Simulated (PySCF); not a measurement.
# One shape, several levels: SiH2 (SMILES [H][Si][H])

Aim: a comparison of 6 runs (B3LYP/SBKJC, M06-2X/SBKJC, PBE0/SBKJC, SVWN5/SBKJC, UPBE0/SBKJC, UMP2/SBKJC) of SiH2. Input form: a Python script.

Program for the calculation: PySCF 2.14.0.

9 further runs of the same task are left out: 9 set aside as unsound or not needed.

## 1. Starting point

The species is SiH2 (3 atoms), meant as a singlet with charge 0. As SMILES, `[H][Si][H]`. The Si1–H3 distance was set to 1.782 Å, away from the relaxed value.

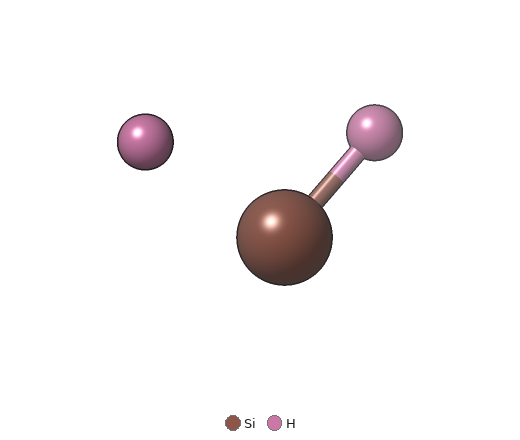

The structure, seen from a chosen angle (silicon brown, hydrogen pink).

## 2. A single-point energy at B3LYP/SBKJC (core potential) (run 1)

input.py reads:

```python
from pyscf import gto, dft

mol = gto.Mole()
mol.atom = 'Si 0.229381 -0.015427 -0.850522; H 1.334391 -0.027277 0.142588; H -1.115450 0.028170 0.318290'
mol.ecp = {'Si': 'sbkjc'}
mol.verbose = 3
mol.basis = 'sbkjc'
mol.max_memory = 1860
mol.spin = 0
mol.build()

ks = dft.RKS(mol)
ks.xc = 'b3lyp'
ks.grids.level = 5
ks.conv_tol = 1e-10
ks.kernel()
if not ks.converged:
    ks = ks.newton().run(ks.mo_coeff, ks.mo_occ)

energy = ks.e_tot
print('E = %.10f Eh' % energy)
```

Started as:

```console
$ OMP_NUM_THREADS=1 python input.py
```

What it wrote:

```text
converged SCF energy = -4.95573778539826
E = -4.9557377854 Eh
```

It took 0.96 s on 1 thread of Arm Neoverse V2, shared host; peak memory 0.15 GiB.

## 3. A single-point energy at M06-2X/SBKJC (core potential) (run 2)

calc.py reads:

```python
from pyscf import gto, dft

mol = gto.Mole()
mol.atom = [
    ('Si', (0.229381, -0.015427, -0.850522)),
    ('H', (1.334391, -0.027277, 0.142588)),
    ('H', (-1.115450, 0.028170, 0.318290)),
]
mol.ecp = {'Si': 'sbkjc'}
mol.basis = 'sbkjc'
mol.spin = 0
mol.verbose = 3
mol.max_memory = 1860
mol.build()

mf = dft.RKS(mol)
mf.xc = 'm06-2x'
mf.grids.level = 5
mf.conv_tol = 1e-10
mf.kernel()
if not mf.converged:
    mf = mf.newton().run(mf.mo_coeff, mf.mo_occ)

e_tot = mf.e_tot
print('E(%s) = %.9f' % ('M06-2X', e_tot))
```

Started as:

```console
$ OMP_NUM_THREADS=1 python calc.py
```

What it wrote:

```text
converged SCF energy = -4.91683325075175
E(M06-2X) = -4.916833251
```

Run time: 1.2 s. Hardware: 1 thread of Arm Neoverse V2, shared host; peak memory 0.16 GiB.

Runs 3 to 5 aren't shown in full; the table further down has their settings and results.

## 4. A single-point energy at UMP2/SBKJC (core potential) (run 6)

job.py reads:

```python
from pyscf import gto, scf, mp

molecule = gto.M(
    atom='''
Si     0.433467    -0.029153    -1.607254
H      2.521634    -0.051546     0.269452
H     -2.107895     0.053234     0.601481
''',
    verbose=3,
    max_memory=1860,
    unit='bohr',
    ecp={'Si': 'sbkjc'},
    basis='sbkjc',
)

myscf = scf.UHF(molecule)
myscf.conv_tol = 1e-10
myscf.kernel()
if not myscf.converged:
    myscf = myscf.newton().run(myscf.mo_coeff, myscf.mo_occ)
for _ in range(3):
    mo, _, stable, _ = myscf.stability(return_status=True)
    if stable:
        break
    myscf.kernel(myscf.make_rdm1(mo, myscf.mo_occ))

pt = mp.MP2(myscf).run()
e_final = pt.e_tot
print('Final energy', e_final)
```

Started as:

```console
$ OMP_NUM_THREADS=1 python job.py
```

What it wrote:

```text
converged SCF energy = -4.78583868309333  <S^2> = 3.8480774e-11  2S+1 = 1
<class 'pyscf.scf.uhf.UHF'> wavefunction has an internal instability
converged SCF energy = -4.78782558685281  <S^2> = 0.31467472  2S+1 = 1.5028968
<class 'pyscf.scf.uhf.UHF'> wavefunction is stable in the internal stability analysis
E(UMP2) = -4.8262159374743  E_corr = -0.0383903506214893
E(SCS-UMP2) = -4.83233576228923  E_corr = -0.044510175436421
Final energy -4.826215937474303
```

Wall time 0.56 s (1 thread of Arm Neoverse V2, shared host); peak memory 0.13 GiB.

## 5. Overview of the runs

```csv
run,level,follow instability,integration grid,energy (Eh),dipole moment (D) of the reference,HOMO energy (eV),LUMO energy (eV),wall time
1,B3LYP/SBKJC (core potential),–,5,-4.955738,1.15,-6.49,-3.47,0.96 s
2,M06-2X/SBKJC (core potential),–,5,-4.916833,1.14,-7.55,-2.47,1.2 s
3,PBE0/SBKJC (core potential),–,5,-4.943078,1.20,-6.65,-3.35,0.88 s
4,SVWN5/SBKJC (core potential),–,5,-4.899283,1.26,-5.61,-4.30,0.8 s
5,UPBE0/SBKJC (core potential),yes,5,-4.943190,1.13,-6.71,-3.28,4.8 s
6,UMP2/SBKJC (core potential),yes,–,-4.826216,0.85,-9.24,0.12,0.56 s
```

## 6. Outcome

```
                                    quantity        value
                         run 6: total energy  -4.82622 Eh
 run 6: dipole moment (Hartree–Fock density)       0.85 D
  run 6: HOMO energy (Hartree–Fock orbitals)     -9.24 eV
  run 6: LUMO energy (Hartree–Fock orbitals)      0.12 eV
run 6: HOMO–LUMO gap (Hartree–Fock orbitals)      9.36 eV
                   run 6: correlation energy    -38.4 mEh
    run 6: ⟨S²⟩ of the reference determinant        0.315
```

In words: Over runs 1, 2, 3, 4, 5 the dipole moment (its size) runs from 1.13 D (UPBE0/SBKJC) to 1.26 D (SVWN5/SBKJC). Over runs 1, 2, 3, 4, 5 the HOMO–LUMO gap runs from 1.30 eV (SVWN5/SBKJC) to 5.08 eV (M06-2X/SBKJC). Totals of different functionals can't be ranked against each other. Spin contamination of the reference: run 6 ⟨S²⟩ = 0.31. All runs together took 9.2 s, the longest 4.8 s.
